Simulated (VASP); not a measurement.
Band structure of Y (hcp). Computed with PBE GGA with spin-orbit coupling, VASP's PBE PAW potentials (set 64) (plane waves; VASP).

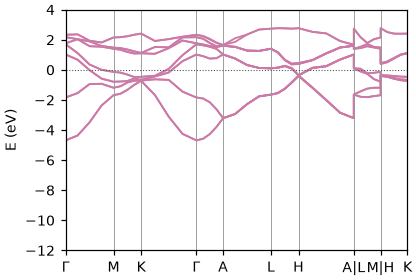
Fig. 1. Bands along high-symmetry lines, zero at the valence-band maximum or, without a gap, the Fermi level

Q: Read the plot: is there a gap, and where are the band edges?

A: It has no gap at this level: it comes out as a metal or semimetal.

The compound is Y in the hcp structure. It was relaxed first.
